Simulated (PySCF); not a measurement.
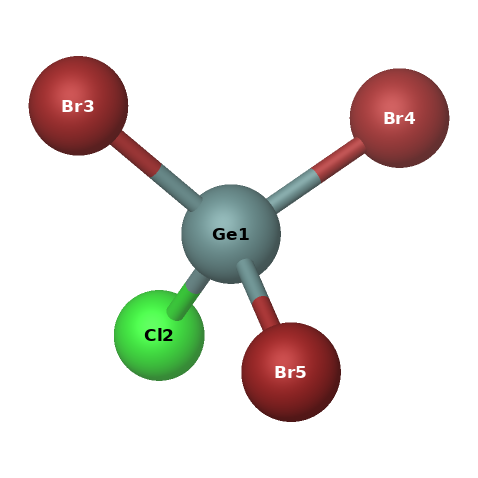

The geometry was computed by an optimisation with PBE0-D3(BJ)/def2-SVP. No frequency run is at hand to confirm it as a minimum. Method: delta-SCF UKS SCAN, pcX-2 on the ionised atom (unc-x2c-TZVPall on a metal), pcseg-1 elsewhere, spin-free X2C (PySCF 2.14.0).

Give the core-electron binding energies (to vacuum; p and d levels without spin–orbit splitting) of Cl2 1s, Cl2 2p.

```json
{"atom": "Cl2", "level": "1s", "binding energy (eV)": "2828.9"}
{"atom": "Cl2", "level": "2p", "binding energy (eV)": "206.8"}
```
